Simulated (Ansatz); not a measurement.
The figure comes from a scan of Bi2Te3 (Bi2Te3 type, space group R-3m): one Bi atom of a 5-atom cell moves by s along Cartesian z, with its periodic images. Method: PBEsol-D3(BJ) (plane waves to 420 eV, PAW, scalar-relativistic; Ansatz, a program for electronic structure). k mesh 7×7×7 (Γ-centred), Fermi-Dirac smearing 0.05 eV. Energies are smeared free energies. Bi2Te3 was relaxed with its symmetry unable to fall. Spin-orbit coupling is left out, though Bi and Te are heavy. The PAW data are Ansatz's earlier set. The zero of ΔE is the undisplaced structure.

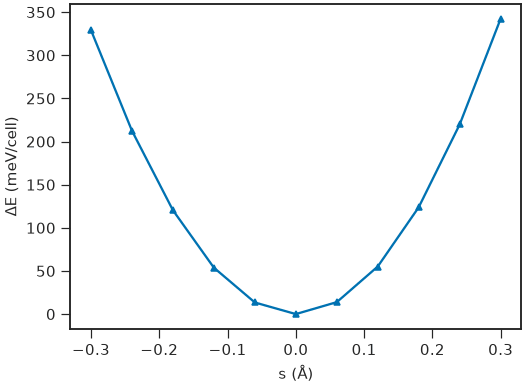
Figure: ΔE (meV/cell) against s (Å); computed points joined by lines.

Q: Read the plotted values off the figure, to the accuracy that the plot allows.

A: To the nearest 5:

```csv
s (Å),ΔE (meV/cell)
-0.300,330
-0.240,215
-0.180,120
-0.120,55
-0.060,15
0.000,0
0.060,15
0.120,55
0.180,125
0.240,220
0.300,345
```

(For displaced atoms, the force is minus the slope of the energy, and its curvature is a force constant, which sets phonon frequencies.)
